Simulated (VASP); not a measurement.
Input:

```
CELL_PARAMETERS angstrom
      0.00000     1.94404     1.94404
      1.94404     0.00000     1.94404
      1.94404     1.94404     0.00000
ATOMIC_POSITIONS crystal
  Ir 0.00000 0.00000 0.00000
```

These are RPBE GGA, VASP's PBE PAW potentials (set 64) (plane waves; VASP 6.6.1) values and carry that method's errors. Settings: 520 eV cut-off, 18×18×18 Γ-centred mesh, tetrahedra with Blöchl corrections, potentials Ir.

Unless said otherwise, spin-orbit coupling is left out, though it shifts the bands of the heavy elements here.

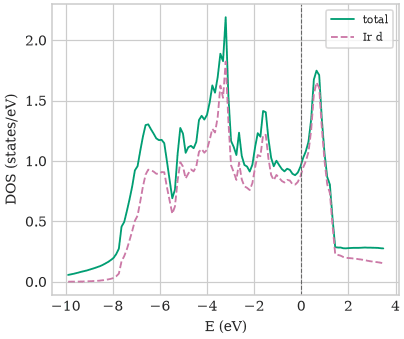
Figure: Total and projected density of states, zero at the Fermi level

Within 2 eV below the Fermi level the largest weight inside VASP's projection spheres is Ir d.

It has no gap at this level: it comes out as a metal or semimetal.

The compound is Ir in the fcc structure. It was relaxed first.
